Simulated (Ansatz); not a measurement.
# Zr2CF2 monolayer: from the cell to its phonons

The cell of Zr2CF2 monolayer is at rest. What are its phonons?

Method: DFT PBE, scalar-relativistic, plane waves, PAW, in Ansatz 0.2.0.

## (1) The structure

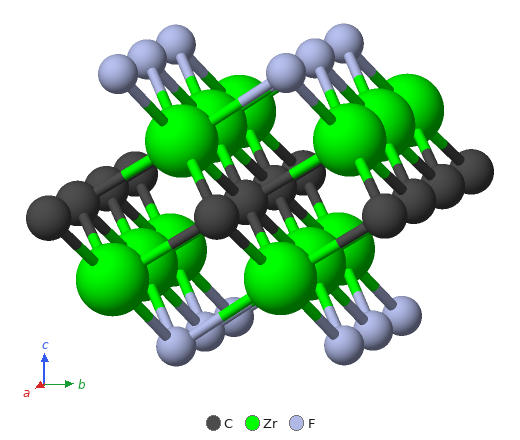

The starting structure, seen slightly off an axis (carbon dark grey, zirconium green, fluorine light blue). 3×2×1 cells are drawn. Some periodic images of atoms are drawn too.

The cell holds 5 atoms: 1 C, 2 Zr and 2 F. Its edges and angles: a = 3.304 Å, b = 3.304 Å, c = 33.200 Å, α = 90.0°, β = 90.0°, γ = 120.0°. Vacuum lies along c.

## (2) Response at finite wavevector

The cell comes from relaxations at this level that are not shown. Stability and thermal properties need the whole zone. Linear response on a 6×6×1 q mesh gives force constants as far as a supercell of that size would.

input.yaml

```yaml
crystal:
  lattice:
    - [3.3040257097, 0.0, 0.0]
    - [-1.6520128549, 2.8613701994, 0.0]
    - [0.0, 0.0, 33.2]
  atoms:
    - { symbol: C, position: [0.0, 0.0, 0.3012048193] }
    - { symbol: Zr, position: [0.3333333333, 0.6666666667, 0.3382742812] }
    - { symbol: Zr, position: [0.6666666667, 0.3333333333, 0.2641353574] }
    - { symbol: F, position: [0.6666666667, 0.3333333333, 0.3783852582] }
    - { symbol: F, position: [0.3333333333, 0.6666666667, 0.2240243804] }
  periodic: [true, true, false]
kpoints:
  mp_grid: { grid: [12, 12, 1] }
hamiltonian:
  xc: pbe
scf:
  occupations: { method: methfessel_paxton, width: 0.15 }
output:
  eigenvalues: true
phonons:
  method: dfpt
  qmesh: [6, 6, 1]
  temperatures: { t_max: 1000, t_step: 50 }
  qpath:
    path:
      - [0.0, 0.0, 0.0]
      - [0.5, 0.0, 0.0]
      - [0.33333333, 0.33333333, 0.0]
      - [0.0, 0.0, 0.0]
    npoints: 10
```

Launch:

```
$ ansatz run input.yaml --threads 8 --pin off --max-ram 14336MiB --backend cpu --events-out ev --progress --plain --runs-dir out
```

Numbers of over 12 decimals in the logs are rounded to 6 here.

What it wrote:

```text
Warning: crystal.symmetry: narrowed to the stabiliser of the run's FFT grids — unitary ops 12 → 6. A phonons.method: dfpt run fills in the rows of the dynamical matrix that it does not solve by its symmetry operations, which is exact only for operations that map its FFT grids onto themselves: filled in by any other, the frequencies could depend on the order in which like atoms are typed, or, by more than the grids' own error, on where the crystal sits among the grids' points. Excluded: 6 operations. The run can therefore solve more perturbations, solve them on more k-points, or both, and cost more. [rest of the remark cut]
Engine: ansatz 0.2.0, x86_64-unknown-linux-gnu
Pseudopotentials: kind: paw
Pseudopotential: C, paw, valence charge 4, recommended cutoff 420 eV (normal), C.paw.azcp
Pseudopotential: Zr, paw, valence charge 12, recommended cutoff 420 eV (normal), Zr.paw.azcp
Pseudopotential: F, paw, valence charge 7, recommended cutoff 420 eV (normal), F.paw.azcp
Functional definition: PBE
  parameter kappa = 0.804
  parameter beta = 0.066725
  exchange = pbe_x(kappa = kappa, mu = beta*pi^2/3)
  correlation = pbe_c(beta = beta)
Crystal: 5 atoms, lattice volume = 313.874 Å³
Basis set: ecut = 420 eV, 6243 PW (Γ), exchange–correlation on 48×48×450 points (8 copies of the dense FFT grid, shifted against one another)
Bands: 26, of which v1, the nominal top of the filled ones, is band 21 counted from 1 (20 counted from 0)
Symmetry: 12 space group operations
k-points: 19 of 144 (irreducible under 6 space group operations, time reversal used)
Non-local potential: C, projectors of the file, l = 0: 2, l = 1: 2, l = 2: 1
Non-local potential: Zr, projectors of the file, l = 0: 3, l = 1: 2, l = 2: 2, l = 3: 2
Non-local potential: F, projectors of the file, l = 0: 2, l = 1: 2, l = 2: 1
PAW form: soft (Blöchl's): semilocal exchange-correlation on the pseudo side does not see the compensation charge
PAW one-centre angular grid: C, 110 points (default); XC on 64 Gauss nodes
PAW one-centre angular grid: Zr, 590 points (default); XC on 64 Gauss nodes
PAW one-centre angular grid: F, 110 points (default); XC on 64 Gauss nodes
Initial density: superposition of atomic densities (neutral atoms: chi_scale 0, normalization atom), corrected by the library's trained network
Initial wavefunctions: pseudopotential atomic-orbital guess
Functional: x = pbe(κ = 0.804, μ = 0.219515), c = pbe(β = 0.066725)
SCF iter   1: F=—  HF=-10241.081486 eV  |F-HF|=—  |Δ(HF+E_count)|=         —  Δρ=2.94e-3  dr2=2.46e-2  ethr=1.77e-3  ⟨swp⟩=9.3  Hψ=3276  notcnv=0
preconditioner: auto → LDOS  [metal: Δε(μ)=0.068 eV  Ē_g=8.294 eV  σ=0.150 eV  W_gap=0.35  n_scr=20 (ndim 8)  ℏωp=9.8 eV  f_vac=0.767  D(μ)=1.51/eV (n_scr^D=8)  β→1.0]
SCF iter   2: F=—  HF=-10241.081451 eV  |F-HF|=—  |Δ(HF+E_count)|=   3.52e-5  S|Δr|=    0.00e0  Δρ=2.97e-3  dr2=1.81e-2  ethr=5.87e-5  ⟨swp⟩=3.9  Hψ=1430  notcnv=0  defer=5
SCF iter   3: F=—  HF=-10241.076685 eV  |F-HF|=—  |Δ(HF+E_count)|=   4.77e-3  S|Δr|=    0.00e0  Δρ=4.16e-4  dr2=5.19e-4  ethr=4.31e-5  ⟨swp⟩=2.6  Hψ=895  notcnv=0  defer=5
SCF iter   4: F=—  HF=-10241.076606 eV  |F-HF|=—  |Δ(HF+E_count)|=   7.87e-5  S|Δr|=    0.00e0  Δρ=7.32e-5  dr2=1.44e-5  ethr=1.24e-6  ⟨swp⟩=4.0  Hψ=1128  notcnv=0  defer=5
SCF iter   5: F=—  HF=-10241.076628 eV  |F-HF|=—  |Δ(HF+E_count)|=   2.25e-5  S|Δr|=    0.00e0  Δρ=3.25e-5  dr2=3.54e-6  ethr=3.43e-8  ⟨swp⟩=3.3  Hψ=1081  notcnv=0  defer=5
SCF iter   6: F=—  HF=-10241.076450 eV  |F-HF|=—  |Δ(HF+E_count)|=   1.78e-4  S|Δr|=    0.00e0  Δρ=8.23e-6  dr2=2.26e-7  ethr=8.42e-9  ⟨swp⟩=3.0  Hψ=899  notcnv=0  defer=3
SCF iter   7: F=—  HF=-10241.076451 eV  |F-HF|=—  |Δ(HF+E_count)|=   4.93e-7  S|Δr|=    0.00e0  Δρ=2.72e-6  dr2=3.50e-8  ethr=5.38e-10  ⟨swp⟩=3.3  Hψ=1137  notcnv=0  defer=1
[...]
E_kinetic    = 1172.121363
  E_local      = -107402.425116  (includes V_loc(G=0)·N_el)
  E_nonlocal   = 330.854321
  E_hartree    = 52959.827724
  E_xc         = -534.140369
  E_vxc        = -650.184203  (∫ρ·V_xc dr)
  E_paw        = -6406.816385  (= ΣΔE_a)
  E_vpaw       = -297.429296  (= ΣTr[D̂ρ^β])
  E_aug_tail   = 0.004130  (compensation charges beyond the density's cutoff)
  E_ewald      = 49639.498054
  E_smearing   = -0.000173  (= −TS)
  E_closure    = -0.000000  (closes the sum)
  Σ components = -10241.076451   (vs F -10241.076451, Δ=0.00e0)
--- Band table (eV; the first three rows and the last of 19) ---
  k-point 0: bands = [... 17 lower, -8.2383, -7.0476, -7.0476, -3.8208, -3.8208, -3.5304, -2.1224, -1.7516, ... 1 higher]
  k-point 1: bands = [... 17 lower, -8.1691, -7.2344, -7.0638, -4.0659, -3.6753, -3.4712, -1.9677, -1.8433, ... 1 higher]
  k-point 2: bands = [... 17 lower, -8.0096, -7.6175, -7.0895, -4.6081, -3.2598, -3.2569, -1.9850, -1.9017, ... 1 higher]
  k-point 18: bands = [... 17 lower, -8.0601, -8.0601, -7.3378, -3.5683, -2.7882, -2.7882, -1.3708, -0.9219, ... 1 higher]
--- Phonons (Γ-DFPT): 10 representative perturbations + reference (Σ response iterations 47) ---
  ASR residual: 3.707e-5 → 0.000e0 eV/Å²; symmetrization residual: 2.135e-6 eV/Å²
  The last average, over the group as it would stand without the narrowing to the FFT grids, took up to 1.776e-6 eV/Å² of the zone centre's force constants
  ASR residual per site (eV/Å²): 3.71e-5 3.21e-6 3.11e-6 3.62e-5 3.27e-5
  Γ frequencies (cm⁻¹): 0.00 0.00 0.00 162.33 162.33 214.18 214.18 228.58 228.58 233.84 393.37 407.94 582.20 624.99 624.99
--- Phonons (arbitrary-q DFPT): 7 irreducible q on the 6×6×1 mesh ---
  q = [0.0000, 0.0000, 0.0000] (star 1, of the zone-centre solve; hermiticity 1.83e-7, symmetrization 3.38e-11, taken by the last average 7.61e-8): -0.00 0.00 0.00 162.33 162.33 214.18 214.18 228.58 228.58 233.84 393.37 407.94 582.20 624.99 624.99
  q = [0.0000, 0.1667, 0.0000] (star 6, 15 solved perturbations on 78 of 144 k-point pairs; hermiticity 2.60e-7, symmetrization 8.61e-11, taken by the last average 6.81e-7): 45.25 72.48 119.10 165.75 181.77 219.33 221.20 223.06 227.70 242.46 369.95 382.99 579.63 628.96 631.59
  q = [0.0000, 0.3333, 0.0000] (star 6, 15 solved perturbations on 78 of 144 k-point pairs; hermiticity 3.38e-7, symmetrization 1.77e-10, taken by the last average 1.51e-7): 126.98 137.96 174.17 186.69 207.43 217.93 218.58 224.13 237.61 241.64 343.55 349.63 568.33 613.02 625.79
  q = [0.0000, -0.5000, 0.0000] (star 3, 15 solved perturbations on 43 of 144 k-point pairs; hermiticity 2.98e-6, symmetrization 1.34e-6, taken by the last average 1.65e-7): 55.69 161.66 179.03 180.11 195.47 211.54 215.86 222.13 227.45 237.03 328.90 340.66 567.97 577.90 610.11
  q = [0.1667, 0.1667, 0.0000] (star 6, 10 solved perturbations in 1110 linear systems a pass and spin channel, the states on 144 of 144 k-point pairs; hermiticity 2.97e-7, symmetrization 9.19e-11, taken by the last average 1.88e-7): 100.40 126.35 173.79 181.71 195.68 212.51 220.41 222.37 234.65 247.47 350.54 353.88 570.42 617.07 620.18
  q = [0.1667, 0.3333, 0.0000] (star 12, 15 solved perturbations on 144 of 144 k-point pairs: no pair is spared here; hermiticity 3.51e-7, symmetrization 0.00e0, taken by the last average 1.75e-7): 157.70 169.00 174.90 186.71 208.06 211.70 217.39 219.04 230.09 233.69 327.07 335.69 562.65 591.32 612.98
  q = [0.3333, 0.3333, 0.0000] (star 2, 10 solved perturbations in 545 linear systems a pass and spin channel, the states on 78 of 144 k-point pairs; hermiticity 1.81e-7, symmetrization 1.25e-7, taken by the last average 1.38e-7): 140.30 178.78 178.78 182.60 203.76 203.76 214.20 220.93 226.90 226.90 322.90 322.90 558.72 590.04 590.04
  sum rule: each row above includes the acoustic sum rule's correction from the zone centre's row sums; it moved no ω² by more than (0.92 cm⁻¹)²
  mesh force constants: q→R imaginary residual 1.31e-16; ASR residual 3.707e-5 → 0.000e0 eV/Å²; symmetrization residual 1.066e-14 eV/Å²
  interpolated dispersion: 31 rows × 15 modes
  density of states and harmonic sums: on the 24×24×1 q-mesh, interpolated from the force constants of a 6×6×1 supercell (no non-analytic term)
  largest difference from the sums on the solved wave vectors: F 1.55e-2 eV, S 2.04e-5 and C_V 4.94e-6 eV/K
  zero-point energy: 0.272691 eV/cell   skipped modes (ω ≤ 0): 5, of them read as no rigid motion or as one in doubt: 2 (2.083e-2 modes/cell left out, lowest -6.28 cm⁻¹)   left out of the sums: 1.74e-3 of the cell's modes: C_V's classical limit lies that fraction below 3 k_B per atom; for a crystal, a wire or a layer, F and S can be off by more, and a phonons.interpolated_qmesh denser along its periods is the remedy for the sampling
[key lines of the parts left out:]
SCF converged after 10 iterations
Free energy (F): -10241.076451 eV
Fermi energy:    -3.990922 eV
```

The job ended after 17 min (8 threads of Intel Xeon 6975P-C (Granite Rapids), shared host; peak memory 3.4 GiB).

In the SCF lines HF is the Harris–Foulkes energy and dr2 the Hartree energy of the density residual, in eV; the loop may stop once dr2 is under the threshold and the program's other checks hold. Hψ counts applications of the Hamiltonian.

This step gave:

| Item | Value |
| --- | --- |
| gap on the k-mesh | 0 eV |
| sum-rule residual before enforcement | 3.71e-5 eV/Å² |
| lowest frequency on the path | -6.741 cm⁻¹ |
| point group | -3m |
| highest frequency on the path or at a solved wavevector | 631.6 cm⁻¹ |
| area per atom | 1.891 Å² |
| highest optical mode at the zone centre (no LO-TO term) | 625.0 cm⁻¹ |
| lowest optical zone-centre mode | 162.3 cm⁻¹ |
| lowest mode on the q mesh (acoustic modes at Γ apart) | 45.25 cm⁻¹ |

Frequencies (cm⁻¹) solved at each irreducible wavevector; negative means imaginary. Frequencies by wavevector, by row:

```csv
q in reciprocal lattice units,star,mode 1,mode 2,mode 3,mode 4,mode 13,mode 14,mode 15
0 0 0,1,0,0,0,162.3,582.2,625,625
0 0.1667 0,6,45.2,72.5,119.1,165.8,579.6,629,631.6
0 0.3333 0,6,127,138,174.2,186.7,568.3,613,625.8
0 -0.5 0,3,55.7,161.7,179,180.1,568,577.9,610.1
0.1667 0.1667 0,6,100.4,126.3,173.8,181.7,570.4,617.1,620.2
0.1667 0.3333 0,12,157.7,169,174.9,186.7,562.6,591.3,613
0.3333 0.3333 0,2,140.3,178.8,178.8,182.6,558.7,590,590
```

Interpolated from a 6×6×1 q mesh. The phonon branches at the labelled points (cm⁻¹):

```csv
point,branch 1,branch 2,branch 3,branch 4,branch 12,branch 13,branch 14,branch 15
Γ,0,0,0,162,408,582,625,625
M,56,162,179,180,341,568,578,610
K,140,179,179,183,323,559,590,590
Γ,0,0,0,162,408,582,625,625
```

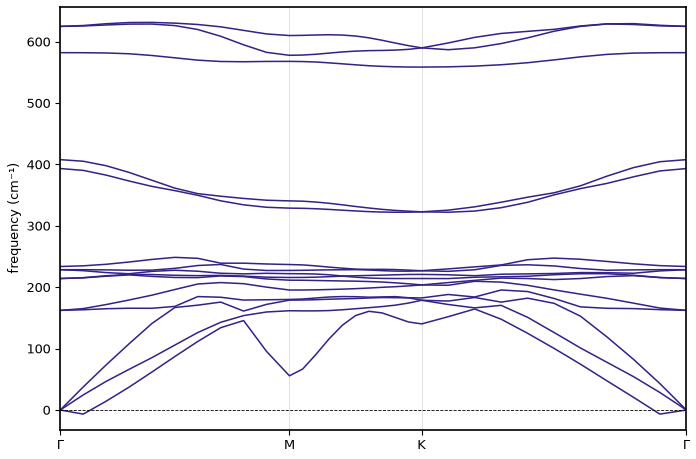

Phonon branches along the path.

The phonon density of states has structure finer than the step of the table below, so its rows give means over 50 cm⁻¹, whole bins alone (the curve runs from -7.5 to 632 cm⁻¹). Peaks (cm⁻¹: height): 182.5: 0.104, 217.5: 0.264, 327.5: 0.0561, 567.5: 0.0709, 627.5: 0.0850.

Tetrahedra on a 24×24×1 mesh, mean over bins of 5 cm-1. Interpolated from a 6×6×1 q mesh. Phonon density of states against wavenumber; means over each step:

```csv
wavenumber (cm⁻¹),phonon density of states (1/cm⁻¹/cell)
50,0.00547
100,0.0116
150,0.0383
200,0.0997
250,0.0436
300,0.00379
350,0.0320
400,0.00425
450,0
500,0
550,0.0160
600,0.0347
```

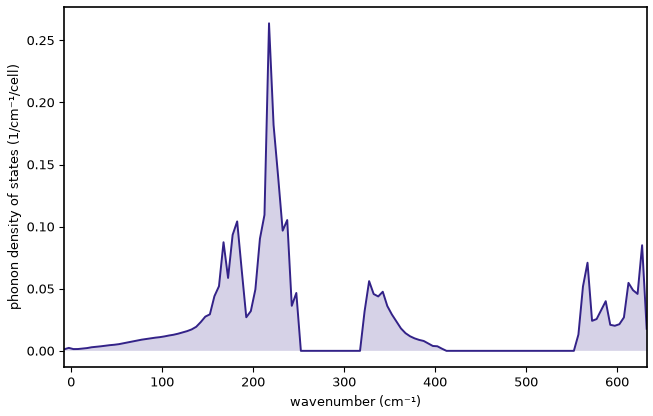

Phonon density of states against wavenumber.

The partial phonon density of states has structure finer than the step of the table below, so its rows give means over 50 cm⁻¹, whole bins alone (the curve runs from -16.7 to 660 cm⁻¹). Peaks (cm⁻¹: height): C 566.7: 0.0484, 626.4: 0.0531; F 217.5: 0.151, 332.5: 0.0400; Zr 179.2: 0.0752, 217.5: 0.0437.

Phonopy on the run's constants, 19x19x1 mesh, Gaussian sigma 4.8 cm-1. Interpolated from a 6×6×1 q mesh. The partial phonon density of states by wavenumber; means over each step; values in 1/cm⁻¹/cell:

```csv
wavenumber (cm⁻¹),C,F,Zr
50,2.7e-4,0.00101,0.00441
100,4.5e-4,0.00194,0.00920
150,6.3e-4,0.00559,0.0322
200,8.1e-4,0.0500,0.0471
250,1.3e-4,0.0285,0.0164
300,5.1e-6,0.00377,5.5e-4
350,9.8e-5,0.0255,0.00570
400,4.2e-5,0.00322,0.00107
450,0,0,0
500,0,0,0
550,0.0151,3.9e-5,6.5e-4
600,0.0334,1.3e-4,0.00124
```

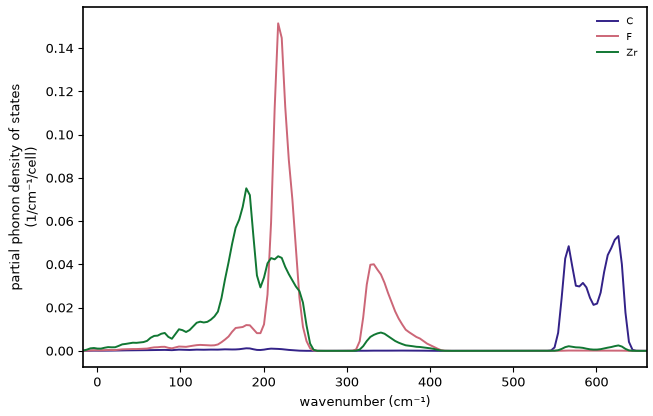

Partial phonon density of states against wavenumber.

Symmetry leaves 7 wavevectors to solve. The lowest mode among them, the acoustic zeros apart, lies at q = (0, 0.167, 0) and is real, 45.2 cm⁻¹. Between them the interpolated path dips to 7i cm⁻¹.

## (3) Isotope substitution, element C, natural mass 12.011 amu

An isotope changes the mass and not the force constants, so no new electronic calculation is needed; the shifts show which modes move this element.

The same force constants with the mass of C changed from 12.011 to 13.003 u (phonopy, no LO-TO term). Both lists are sorted by frequency; levels can cross, so a row need not hold one and the same mode. Modes under 3 cm⁻¹ are left out. Isotope shifts, by row, the first 40 of 57 rows:

```csv
q,rank,natural mass (cm⁻¹),changed mass (cm⁻¹)
0 0 0,4,162.3,162.3
0 0 0,5,162.3,162.3
0 0 0,6,214.2,214.2
0 0 0,7,214.2,214.2
0 0 0,8,228.6,228.5
0 0 0,9,228.6,228.5
0 0 0,10,233.8,233.8
0 0 0,11,393.4,392.8
0 0 0,12,407.9,407.9
0 0 0,13,582.2,561.6
0 0 0,14,625,602.1
0 0 0,15,625,602.1
0 0.1667 0,1,45.26,45.16
0 0.1667 0,2,72.48,72.34
0 0.1667 0,3,119.1,118.9
0 0.1667 0,4,165.8,165.7
0 0.1667 0,5,181.8,181.8
0 0.1667 0,6,219.3,219.3
0 0.1667 0,7,221.2,221.2
0 0.1667 0,8,223.1,223
0 0.1667 0,9,227.7,227.7
0 0.1667 0,10,242.5,242.5
0 0.1667 0,11,369.9,369.7
0 0.1667 0,12,383,382.9
0 0.1667 0,13,579.6,558.7
0 0.1667 0,14,629,605.8
0 0.1667 0,15,631.6,608.3
0 0.3333 0,1,127,126.8
0 0.3333 0,2,137.9,137.8
0 0.3333 0,3,174.2,174.1
0 0.3333 0,4,186.7,186.6
0 0.3333 0,5,207.4,207.3
0 0.3333 0,6,217.9,217.9
0 0.3333 0,7,218.6,218.6
0 0.3333 0,8,224.1,224.1
0 0.3333 0,9,237.6,237.6
0 0.3333 0,10,241.6,241.6
0 0.3333 0,11,343.6,343.5
0 0.3333 0,12,349.6,349.6
0 0.3333 0,13,568.3,547.4
```

A mode of this element alone would shift by -3.89 %. The highest zone-centre frequency without the field goes from 625.0 to 602.1 cm⁻¹ (-3.7 %). The product of the frequency ratios over all optical modes at Γ is 0.893; the product rule, (m/m′)^(3k/2) (M′/M)^(3/2) with k = 1 such atoms and M the mass of the cell, gives 0.893.

## (4) Another isotope, element Zr, natural mass 91.222 amu

The same for Zr, from 91.22 to 95.91 u.

A mode of this element alone would shift by -2.47 %. The highest zone-centre frequency without the field goes from 625.0 to 624.1 cm⁻¹ (-0.1 %). The product of the frequency ratios over all optical modes at Γ is 0.913; the product rule, (m/m′)^(3k/2) (M′/M)^(3/2) with k = 2 such atoms and M the mass of the cell, gives 0.913.

## (5) Results

```yaml
space_group_within_0p01_a: P-3m1
area_per_atom: 1.89 Å²
electronic_character: no gap on this mesh
highest_optical_mode_at_the_zone_centre_no_lo_to_term: 625 cm⁻¹
lowest_optical_zone_centre_mode: 162 cm⁻¹
lowest_mode_on_the_q_mesh_acoustic_modes_at_gamma_apart: 45.2 cm⁻¹
highest_frequency_on_the_path_or_at_a_solved_wavevector: 632 cm⁻¹
imaginary_modes_on_the_6x6x1_q_mesh: none
```

What this shows: No mode is imaginary at the 7 irreducible wavevectors solved, but between them the interpolated path dips to 6.7i cm⁻¹, so stability is not settled. The optical modes at Γ span 162 to 625 cm⁻¹. With no gap, or one that is small against the smearing, the frequencies hang on the k mesh and the smearing, most of all near Kohn anomalies. In a sheet or slab the interpolated bending branch near Γ is rough, since the rotational sum rule isn't imposed. The starting cell was built on a prototype and not taken from a measurement. These are harmonic frequencies at zero temperature: anharmonic shifts, linewidths and thermal expansion are left out.

[Logs are printed without paths, hosts, clocks, repeated set-up lines and the standing remarks that a program may print on its own settings, such as how far it seeks lower states.]

[Hosts, paths, dates, database ids (printed as entryN), source tags and the programs' standing remarks are cut or masked in the printed files.]
